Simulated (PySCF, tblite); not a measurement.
# C4H9PSi: dynamics, then NMR shifts on frames

Aim: move C4H9PSi (`[SiH3]C1=CCPC1`) away from its starting geometry and see how NMR shifts follow the geometry.

The runs use tblite 0.8.0 and PySCF 2.14.0, with density-fitted response routines of our own; the level of theory stands in each step. All values are computed, except where a source is named. Atoms are numbered from 0 throughout.

### 1 The molecule as given

15 atoms, charge 0, multiplicity 1; geometry from: GFN2-xTB.

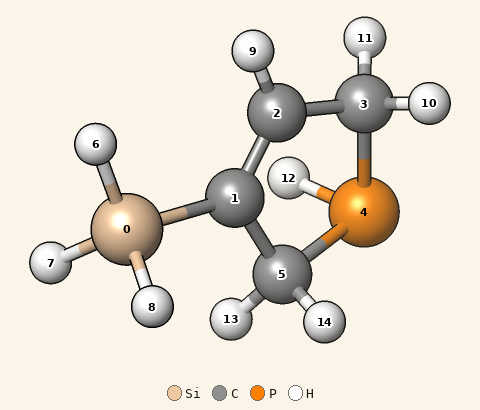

As it starts; silicon light orange, carbon grey, phosphorus orange, hydrogen white, atoms numbered.

### 2 A short Langevin run with GFN2-xTB

Job settings and geometry (Å):

```
{"job": {"kind": "md", "xc": "GFN2-xTB", "basis": "xTB", "temperature": 200, "steps": 2000, "every": 50, "frames": 5}, "charge": 0, "multiplicity": 1}
Si     2.295285    -0.270796     0.052830
C      0.426742    -0.085990     0.071561
C     -0.455346    -1.025444    -0.248354
C     -1.908720    -0.678553    -0.131894
P     -1.975743     1.182459    -0.007397
C     -0.184389     1.216023     0.516103
H      2.637130    -1.624945    -0.379067
H      2.853251     0.718690    -0.873570
H      2.812930    -0.014903     1.399944
H     -0.179140    -2.021861    -0.557715
H     -2.334677    -1.120478     0.777290
H     -2.503998    -1.035194    -0.975548
H     -1.680230     1.376088    -1.368542
H      0.319215     2.088632     0.095398
H     -0.126725     1.304263     1.607049
```

Level: GFN2-xTB Langevin dynamics, gas phase.

Started as:

```console
$ OMP_NUM_THREADS=1 python probes_run.py task.json out
```

This one command runs all jobs of the session in turn.

Output:

```text
t/fs     T/K      E/eV
    0.0   159.5   -472.67930
   25.0   104.4   -472.44519
   50.0   155.4   -472.50055
   75.0   139.3   -472.41548
  100.0   169.3   -472.45643
  125.0   144.5   -472.38145
  150.0   177.3   -472.46008
  175.0   137.5   -472.36964
  200.0   178.0   -472.41141
  225.0   178.9   -472.36254
  250.0   226.4   -472.42177
  275.0   225.2   -472.41644
  300.0   128.9   -472.34671
  325.0   182.1   -472.41007
  350.0   188.5   -472.36822
  375.0   172.5   -472.30755
  400.0   183.8   -472.33556
  425.0   196.7   -472.30142
  450.0   203.9   -472.29903
  475.0   219.6   -472.33946
  500.0   157.9   -472.33475
  525.0   198.2   -472.34832
  550.0   260.3   -472.33195
  575.0   181.8   -472.12387
  600.0   336.3   -472.18070
  625.0   241.0   -472.12779
  650.0   293.7   -472.23728
  675.0   274.5   -472.27551
  700.0   274.3   -472.26881
  725.0   224.1   -472.26857
  750.0   278.7   -472.35587
  775.0   233.1   -472.33919
  800.0   254.4   -472.33236
  825.0   281.8   -472.30283
  850.0   270.4   -472.26299
  875.0   182.0   -472.13509
  900.0   212.3   -472.36900
  925.0   219.2   -472.37829
  950.0   265.7   -472.40356
  975.0   194.4   -472.36280
 1000.0   229.5   -472.37147
```

Run time: 9.4 s. Hardware: 1 thread of Arm Neoverse V2, shared host; peak memory 0.18 GiB.

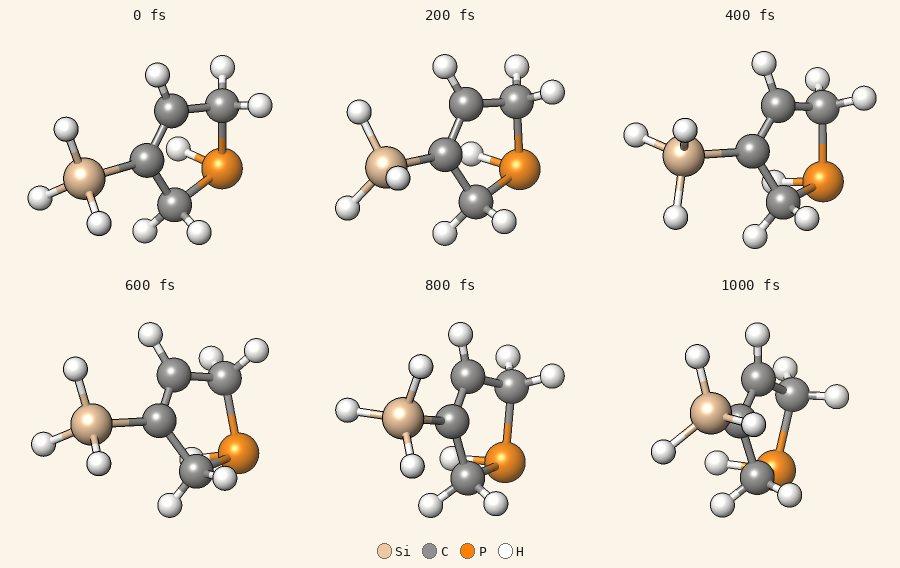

Frames of the run.

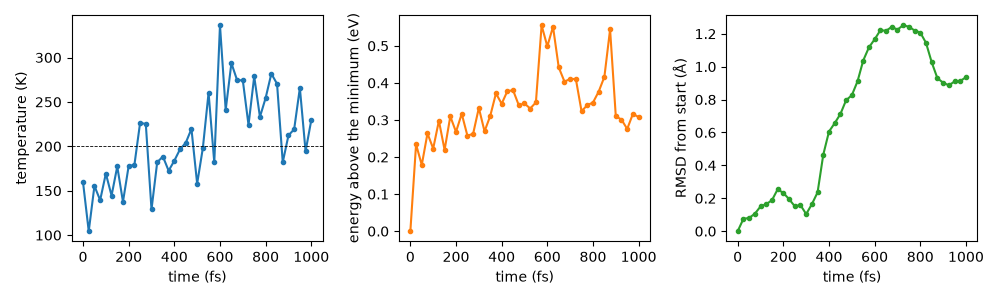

Temperature, potential energy and distance from the start.

Positions (Å) and forces (eV/Å) at 1000 fs:

```xyz
15

Si    1.649   -1.066    0.788    0.353    0.954   -0.073
C     0.287    0.089    0.236   -0.858   -0.541    0.203
C    -0.769   -0.270   -0.494   -0.738   -0.643    0.184
C    -1.920    0.710   -0.563    0.759    0.817   -0.988
P    -1.155    2.352   -0.029    0.180    0.063   -0.738
C     0.145    1.420    0.908    0.263    0.079   -1.294
H     1.392   -1.514    2.127   -0.033   -0.002    0.705
H     1.579   -2.233   -0.003    0.089   -0.898   -0.791
H     2.912   -0.315    0.665   -0.099   -0.189    0.072
H    -0.932   -1.297   -0.879    0.305    0.927    0.014
H    -2.663    0.561    0.201   -0.484   -0.575    0.272
H    -2.432    0.804   -1.558    0.464   -0.200    0.789
H    -0.273    2.536   -1.173   -0.583   -0.179    0.479
H     1.064    1.954    0.811    0.806    0.634    0.083
H    -0.062    1.342    1.943   -0.424   -0.248    1.084
```

### 3 Nuclear shieldings: 250 fs, PBE0/pcSseg-1

Job settings and geometry (Å):

```
{"job": {"kind": "nmr", "xc": "PBE0", "basis": "pcSseg-1", "pop": false}, "charge": 0, "multiplicity": 1}
Si     2.060500    -0.494600    -0.107100
C      0.214100    -0.091500    -0.214700
C     -0.758300    -0.869600    -0.646200
C     -2.193000    -0.444500    -0.360700
P     -2.073100     1.334100     0.119100
C     -0.260800     1.088600     0.568100
H      2.493400    -1.617900    -0.964100
H      2.706500     0.687800    -0.663700
H      2.533000    -0.921700     1.297800
H     -0.592000    -1.790700    -1.180500
H     -2.626700    -1.055500     0.458200
H     -2.829500    -0.687400    -1.202300
H     -1.825500     1.678800    -1.188500
H      0.213400     2.007600     0.292300
H     -0.189300     0.915500     1.636300
```

Level: GIAO PBE0/pcSseg-1 NMR shielding, non-relativistic, gas phase.

Output:

```text
coarse grid: 13176 points
cycle   1  E = -788.0887631367  dE =  5.921e-01  |g| = 3.480e-01  |ddm| = 3.548e+00
cycle   2  E = -788.0737184425  dE =  1.504e-02  |g| = 4.197e-01  |ddm| = 7.586e-01
cycle   3  E = -788.1204759004  dE = -4.676e-02  |g| = 4.994e-02  |ddm| = 4.884e-01
cycle   4  E = -788.1210127934  dE = -5.369e-04  |g| = 2.416e-02  |ddm| = 8.691e-02
cycle   5  E = -788.1211432480  dE = -1.305e-04  |g| = 1.026e-02  |ddm| = 3.283e-02
cycle   6  E = -788.1211707956  dE = -2.755e-05  |g| = 1.631e-03  |ddm| = 1.131e-02
cycle   7  E = -788.1211714022  dE = -6.066e-07  |g| = 2.562e-04  |ddm| = 2.477e-03
final grid: 117032 points
cycle   8  E = -788.1578086984  dE = -2.193e-05  |g| = 6.765e-03  |ddm| = 2.824e-02
cycle   9  E = -788.1577985341  dE =  1.016e-05  |g| = 9.153e-03  |ddm| = 1.549e-02
cycle  10  E = -788.1578209215  dE = -2.239e-05  |g| = 3.967e-04  |ddm| = 9.589e-03
cycle  11  E = -788.1578209438  dE = -2.232e-08  |g| = 2.428e-04  |ddm| = 6.523e-04
cycle  12  E = -788.1578209582  dE = -1.444e-08  |g| = 6.891e-05  |ddm| = 2.776e-04
cycle  13  E = -788.1578209594  dE = -1.198e-09  |g| = 1.419e-05  |ddm| = 8.482e-05
cycle  14  E = -788.1578209595  dE = -5.275e-11  |g| = 2.152e-06  |ddm| = 2.295e-05
converged SCF energy = -788.1578209595

GIAO shielding tensors (ppm)
atom      isotropic    diamagn.    paramagn.     s11        s22        s33       span
  0 Si     428.279     880.038    -451.759    384.697    423.181    476.959     92.262
  1 C       49.725     259.988    -210.263    -51.649     38.344    162.479    214.128
  2 C       30.303     254.685    -224.383    -73.849     40.392    124.365    198.214
  3 C      151.607     254.751    -103.144    125.065    148.249    181.507     56.442
  4 P      412.421     964.345    -551.924    308.293    431.049    497.921    189.627
  5 C      149.722     251.198    -101.476    114.008    151.597    183.559     69.551
  6 H       27.132      28.992      -1.861     23.623     25.722     32.051      8.428
  7 H       27.380      29.069      -1.689     23.875     26.020     32.246      8.370
  8 H       26.499      27.695      -1.196     23.421     24.682     31.393      7.972
  9 H       25.085      33.284      -8.199     22.173     25.393     27.689      5.516
 10 H       28.988      29.981      -0.994     24.440     26.439     36.083     11.643
 11 H       29.227      30.161      -0.934     24.979     26.819     35.883     10.904
 12 H       29.171      30.100      -0.928     24.716     27.082     35.716     11.000
 13 H       29.558      31.366      -1.808     24.319     28.742     35.613     11.294
 14 H       29.365      30.812      -1.447     23.981     28.645     35.468     11.487
```

It took 18 s on 1 thread of Arm Neoverse V2, shared host; peak memory 0.74 GiB.

Shifts follow as δ = σ(reference) − σ, with reference shieldings (ppm) from runs at the same level and on the same kind of geometry: 1H TMS 31.72, 13C TMS 186.9, 29Si TMS 349.2, 31P H3PO4 318.4. The references are single molecules in the gas phase, so shifts against H2O, NH3, PH3, H3PO4 or CFCl3 are not on the usual liquid scales and can be off by tens of ppm. Each atom is listed at this fixed geometry, with no averaging over motion; a spectrum would average atoms that exchange fast.

```csv
atoms,environment,σ (ppm),δ (ppm)
C2,alkene CH,30.3,156.6
C1,fully substituted alkene carbon,49.7,137.2
C5,allylic sp3 CH2 bonded to P,149.7,37.2
C3,allylic sp3 CH2 bonded to P,151.6,35.3
H9,hydrogen on an alkene CH,25.08,6.63
H8,hydrogen on a silicon bonded to C,26.50,5.22
H6,hydrogen on a silicon bonded to C,27.13,4.59
H7,hydrogen on a silicon bonded to C,27.38,4.34
H10,hydrogen on an allylic sp3 CH2 bonded to P,28.99,2.73
H12,"hydrogen on a phosphorus bonded to 2 C, in a 5-membered ring",29.17,2.55
H11,hydrogen on an allylic sp3 CH2 bonded to P,29.23,2.49
H14,hydrogen on an allylic sp3 CH2 bonded to P,29.36,2.35
H13,hydrogen on an allylic sp3 CH2 bonded to P,29.56,2.16
Si0,"silicon bonded to C, 3 H",428.3,-79.1
P4,"phosphorus bonded to 2 C, H, in a 5-membered ring",412.4,-94.0
```

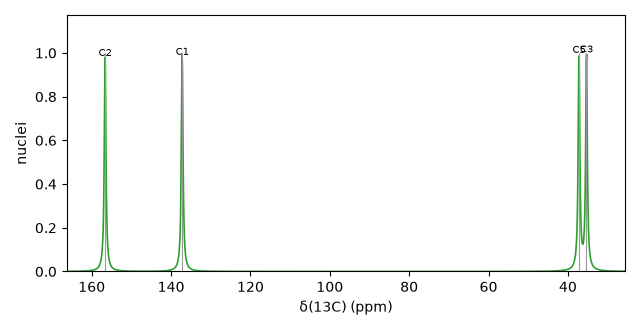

13C lines at the computed shifts, without couplings. Lines are broadened to a width of 0.49 ppm (Lorentzian).

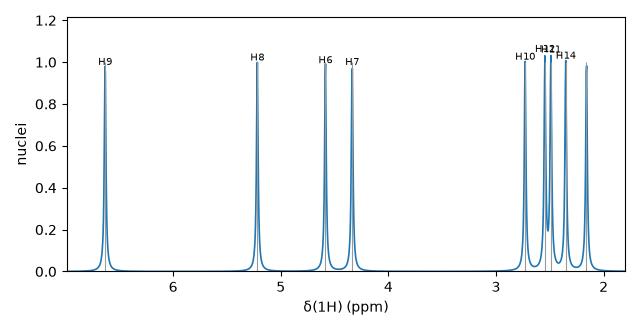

1H lines at the computed shifts, without couplings. Lines are broadened to a width of 0.02 ppm (Lorentzian).

Ring of atoms C1, C2, C3, P4, C5: NICS(0) -3.5, NICS(1) -4.1, NICS(1)zz -4.3 ppm (means of both faces).

The fields below are evaluated on a grid from the run's orbitals.

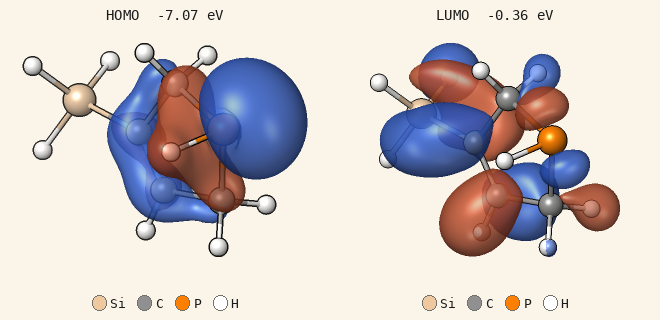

Frontier orbitals at PBE0/pcSseg-1; each surface holds 70 % of the orbital's density, blue and red mark the sign.

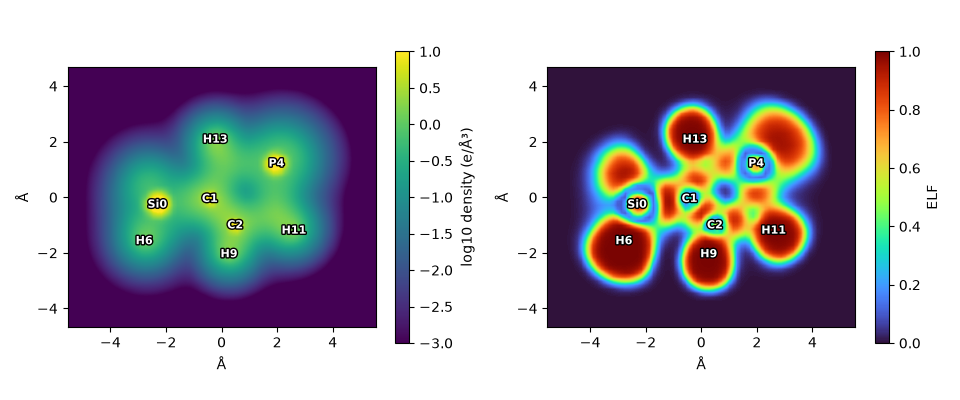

Density (left) and ELF (right) in a plane through or near 8 of the atoms.

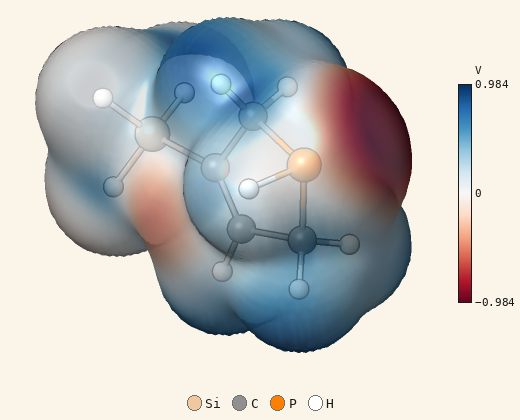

The potential that a unit positive charge feels on the 0.002 e/bohr³ surface, from the 1st to the 99th percentile, from -0.98 V near P4 to 0.87 V near H9.

### 4 NMR shieldings: 425 fs, PBE0/pcSseg-1

Job settings and geometry (Å):

```
{"job": {"kind": "nmr", "xc": "PBE0", "basis": "pcSseg-1", "pop": false}, "charge": 0, "multiplicity": 1}
Si     2.080400    -0.623000    -0.265900
C      0.265600    -0.279300     0.055400
C     -0.746400    -0.915000    -0.505200
C     -2.079900    -0.298500    -0.313200
P     -1.840800     1.446100     0.316500
C     -0.145500     0.933000     0.902700
H      2.515700    -1.928400     0.285700
H      2.208500    -0.680500    -1.716700
H      2.895200     0.451600     0.198500
H     -0.683900    -1.855700    -0.955300
H     -2.706200    -0.923600     0.439200
H     -2.790000    -0.220300    -1.188000
H     -1.602000     1.854700    -1.008000
H      0.604300     1.758000     0.875100
H     -0.212300     0.665800     1.949500
```

Level: GIAO PBE0/pcSseg-1 NMR shielding, non-relativistic, gas phase.

Output:

```text
coarse grid: 13176 points
cycle   1  E = -788.0841428129  dE =  5.653e-01  |g| = 3.356e-01  |ddm| = 3.538e+00
cycle   2  E = -788.0692438561  dE =  1.490e-02  |g| = 4.093e-01  |ddm| = 7.431e-01
cycle   3  E = -788.1142606996  dE = -4.502e-02  |g| = 4.520e-02  |ddm| = 4.778e-01
cycle   4  E = -788.1147801487  dE = -5.194e-04  |g| = 1.447e-02  |ddm| = 7.821e-02
cycle   5  E = -788.1148182059  dE = -3.806e-05  |g| = 8.276e-03  |ddm| = 2.336e-02
cycle   6  E = -788.1148343943  dE = -1.619e-05  |g| = 2.509e-03  |ddm| = 9.479e-03
cycle   7  E = -788.1148359398  dE = -1.546e-06  |g| = 3.429e-04  |ddm| = 2.753e-03
final grid: 117032 points
cycle   8  E = -788.1512805485  dE = -1.939e-05  |g| = 6.339e-03  |ddm| = 2.781e-02
cycle   9  E = -788.1512708835  dE =  9.665e-06  |g| = 8.724e-03  |ddm| = 1.521e-02
cycle  10  E = -788.1512914749  dE = -2.059e-05  |g| = 3.848e-04  |ddm| = 9.310e-03
cycle  11  E = -788.1512915048  dE = -2.989e-08  |g| = 1.535e-04  |ddm| = 6.076e-04
cycle  12  E = -788.1512915098  dE = -5.011e-09  |g| = 6.211e-05  |ddm| = 1.899e-04
cycle  13  E = -788.1512915107  dE = -8.372e-10  |g| = 2.466e-05  |ddm| = 8.129e-05
converged SCF energy = -788.1512915107

GIAO shielding tensors (ppm)
atom      isotropic    diamagn.    paramagn.     s11        s22        s33       span
  0 Si     430.811     880.832    -450.021    384.962    434.439    473.031     88.070
  1 C       45.374     259.875    -214.501    -51.335     35.322    152.133    203.468
  2 C       37.492     253.096    -215.604    -79.346     42.662    149.159    228.505
  3 C      145.764     252.470    -106.706    115.497    146.885    174.910     59.413
  4 P      401.499     964.049    -562.549    323.290    399.390    481.818    158.528
  5 C      144.600     250.765    -106.165    112.186    142.134    179.481     67.295
  6 H       27.012      28.528      -1.515     23.728     25.094     32.215      8.487
  7 H       27.533      29.314      -1.782     23.662     26.402     32.534      8.872
  8 H       28.081      29.792      -1.710     24.192     27.398     32.654      8.462
  9 H       25.630      33.661      -8.031     22.623     25.615     28.652      6.029
 10 H       27.577      27.819      -0.242     22.701     25.675     34.355     11.653
 11 H       28.107      28.990      -0.883     23.539     25.887     34.894     11.356
 12 H       28.364      29.768      -1.403     23.833     26.545     34.715     10.882
 13 H       28.520      30.347      -1.827     23.673     27.930     33.958     10.285
 14 H       29.380      30.580      -1.200     24.713     27.860     35.567     10.854
```

Run time: 12 s. Hardware: 1 thread of Arm Neoverse V2, shared host; peak memory 0.76 GiB.

In short: δ C2 149.4, C1 141.6, C5 42.3, C3 41.2, H9 6.09, H6 4.70 ppm.

[end of part 1 of 2]
